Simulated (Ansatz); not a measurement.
The relaxed structure here is a generated cell of InP: the first start was made by placing the elements on the sites of a structure type, and the end was not matched to a known phase here, so it may be hypothetical. Known forms of InP include space group No. 216.

A relaxed structure of InP. The numbers are results of r2SCAN (plane waves to 500 eV, PAW, scalar-relativistic; Ansatz, a first-principles code), not measurements.

Pnma (No. 62), oP8; a = 7.9460 Å, b = 4.2461 Å, c = 7.1336 Å, α = 90.00°, β = 90.00°, γ = 90.00°.

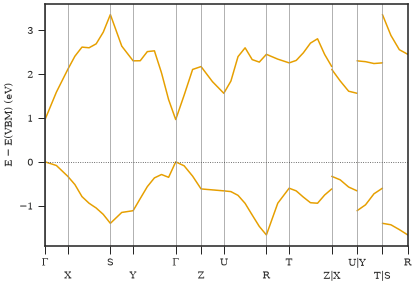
Figure: Highest filled and lowest empty band along the path of this cell's Brillouin zone

Task: Read off the gap and say whether it is direct.

Result: 0.96 eV, direct at Γ (no spin-orbit coupling).

Task: How far does the top valence band disperse along this path?

Result: About 1.7 eV.

No spin polarisation in the result.

The run could not lose the symmetry of its start: the end is stationary, and may be a saddle point rather than a minimum.
